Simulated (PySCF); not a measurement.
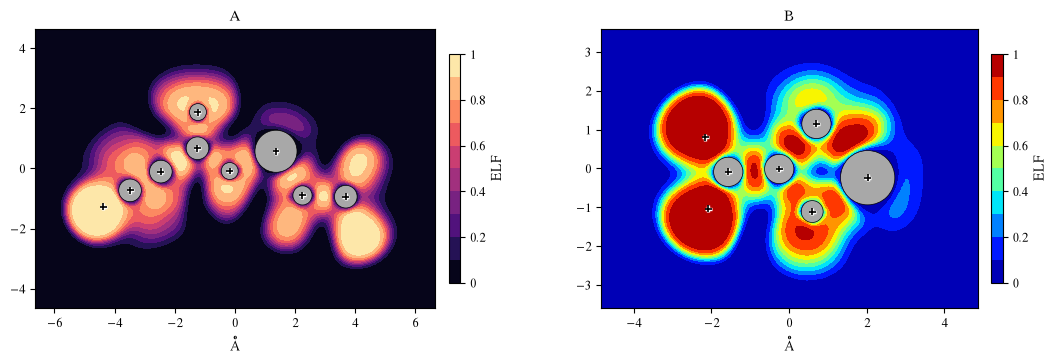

The electron localisation function of 2 systems, each on a plane through atoms (crosses mark nuclei in the plane; grey discs cover the cores).

Computed with PBE0/pcSseg-1, SCF density, gas phase, non-relativistic in PySCF 2.14.0.

System 1: C3H6O2Si, the plane of atoms C2, C3 and Si4. Geometry: GFN2-xTB.

```json
{"atom": "C", "x (Å)": "1.9642", "y (Å)": "0.9382", "z (Å)": "0.1331"}
{"atom": "C", "x (Å)": "0.7862", "y (Å)": "0.3690", "z (Å)": "-0.0087"}
{"atom": "C", "x (Å)": "0.2093", "y (Å)": "-0.9238", "z (Å)": "0.5021"}
{"atom": "Si", "x (Å)": "-1.2968", "y (Å)": "-0.4042", "z (Å)": "-0.5566"}
{"atom": "O", "x (Å)": "-2.7453", "y (Å)": "-0.0338", "z (Å)": "0.0588"}
{"atom": "O", "x (Å)": "-0.2682", "y (Å)": "0.9058", "z (Å)": "-0.7375"}
{"atom": "H", "x (Å)": "2.1937", "y (Å)": "1.8818", "z (Å)": "-0.3275"}
{"atom": "H", "x (Å)": "2.7298", "y (Å)": "0.4652", "z (Å)": "0.7200"}
{"atom": "H", "x (Å)": "0.7839", "y (Å)": "-1.7984", "z (Å)": "0.2113"}
{"atom": "H", "x (Å)": "0.0968", "y (Å)": "-0.9339", "z (Å)": "1.5845"}
{"atom": "H", "x (Å)": "-1.5946", "y (Å)": "-1.1150", "z (Å)": "-1.7792"}
{"atom": "H", "x (Å)": "-2.8577", "y (Å)": "0.6484", "z (Å)": "0.7178"}
```

System 2: C5H9NO2Si, the plane of atoms O5, Si6 and N8. Geometry: GFN2-xTB.

```yaml
atoms:
  - { symbol: C, position_ang: [4.4560, 0.5334, 0.5552] }
  - { symbol: C, position_ang: [3.4191, 0.1433, 0.0946] }
  - { symbol: C, position_ang: [2.1832, -0.3340, -0.4860] }
  - { symbol: O, position_ang: [2.1253, -0.8652, -1.5650] }
  - { symbol: O, position_ang: [1.1496, -0.1206, 0.3000] }
  - { symbol: Si, position_ang: [-0.4034, -0.5433, -0.1614] }
  - { symbol: C, position_ang: [-0.9349, 0.3398, -1.7501] }
  - { symbol: N, position_ang: [-1.2356, 0.1188, 1.1805] }
  - { symbol: C, position_ang: [-2.6692, 0.0541, 1.3164] }
  - { symbol: H, position_ang: [5.3630, 0.8749, 0.9616] }
  - { symbol: H, position_ang: [-0.4191, -2.0030, -0.3201] }
  - { symbol: H, position_ang: [-0.8964, 1.4204, -1.6306] }
  - { symbol: H, position_ang: [-1.9471, 0.0737, -2.0377] }
  - { symbol: H, position_ang: [-0.2785, 0.0733, -2.5730] }
  - { symbol: H, position_ang: [-0.7700, 0.1099, 2.0761] }
  - { symbol: H, position_ang: [-3.1178, 0.1531, 0.3319] }
  - { symbol: H, position_ang: [-3.0249, 0.8707, 1.9467] }
  - { symbol: H, position_ang: [-3.0081, -0.8929, 1.7494] }
```

Question: Which map belongs to which system?

Answer: Panel A is system 2, C5H9NO2Si: the plane holds C, O, Si, N and H. C–C (1.20 Å): the ELF peaks at about 0.85 between the atoms: a multiple bond. Panel B is system 1, C3H6O2Si: the plane holds C, Si, O and H. C–C (1.32 Å): the ELF peaks at about 0.90 between the atoms; a multiple bond.
